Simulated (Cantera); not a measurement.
A closed system holds: 1 mol SiCl4, 4.1 mol O2, 2.9 mol H2, equilibrated at 0.0133 bar.

These are equilibrium values from Cantera (NASA tables, ideal gas, pure condensed phases), not measurements of a reactor. Candidate condensed phases: H2O, Si, SiO2; 30 gas species. The tables hold silica as quartz up to 1696 K and as liquid above; real silica turns to tridymite and cristobalite and melts near 1996 K. Rates play no part.

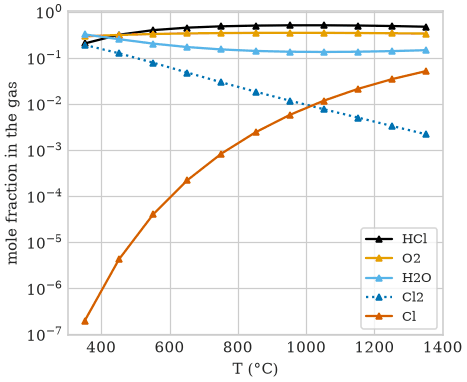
Figure: Equilibrium gas composition (values under 1e-9 drawn at 1e-9)

### Question
Read off the mole fractions at 1152 °C.

### Answer
HCl about 0.50, O2 about 0.34, H2O about 0.13, Cl about 0.021, Cl2 about 0.0050.
